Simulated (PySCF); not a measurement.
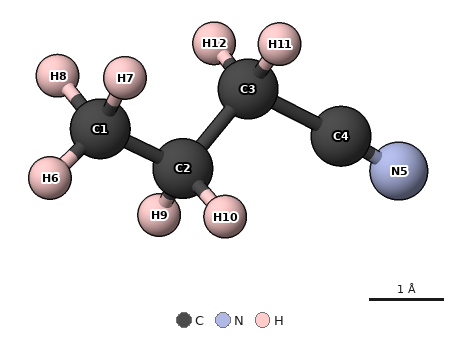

Starting structure of C4H7N. The picture is a ball-and-stick view, seen at a tilt.

The start comes from MMFF94s. Its atoms were then displaced at random by about 0.03 Å.

Theory: PySCF, PBE0-D3(BJ)/def2-SVP geometry optimisation, gas phase.

```xyz
12

C    -1.5043   -0.4197    0.0164
C    -0.0909   -0.5765    0.1935
C     0.6624    0.6997   -0.1184
C     2.2617    0.4902    0.0893
N     3.2907    0.2889    0.2197
H    -2.1276   -1.2500    0.2114
H    -1.9094    0.4329    0.6739
H    -1.7400   -0.0315   -1.0420
H     0.2543   -1.3598   -0.3986
H     0.1012   -0.9003    1.2601
H     0.3614    1.5077    0.5925
H     0.5561    1.0356   -1.1025
```

> Predict the outcome.

The energy falls by 36.4 kcal/mol in 9 geometry steps. C1 moves most after the best rigid fit: 0.089 Å. By element the largest moves are C 0.089 Å, H 0.063 Å, N 0.048 Å. Near-neighbour distances that change, for instance: C3–C4 1.626 → 1.458 Å, C4–N5 1.057 → 1.157 Å, C1–C2 1.433 → 1.519 Å, C2–H9 1.041 → 1.102 Å. Bond angles that change, for instance: C2–C1–H6 118.2° → 111.1°, H7–C1–H8 101.7° → 107.5°, C2–C3–H12 114.5° → 110.4°. The run took 31 s on 1 thread of Arm Neoverse V1, with other jobs on the host.

The structure at the end:

```xyz
12

C    -1.5632   -0.3540    0.0089
C    -0.0743   -0.5789    0.2070
C     0.7409    0.6838   -0.0845
C     2.1748    0.4950    0.0957
N     3.3083    0.3207    0.2510
H    -2.1333   -1.2695    0.2230
H    -1.9422    0.4378    0.6744
H    -1.7904   -0.0543   -1.0265
H     0.2803   -1.3919   -0.4466
H     0.1294   -0.9054    1.2395
H     0.4193    1.5097    0.5723
H     0.5659    1.0243   -1.1190
```

After the run, drawn alike:

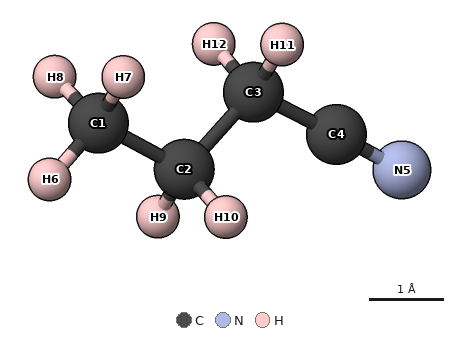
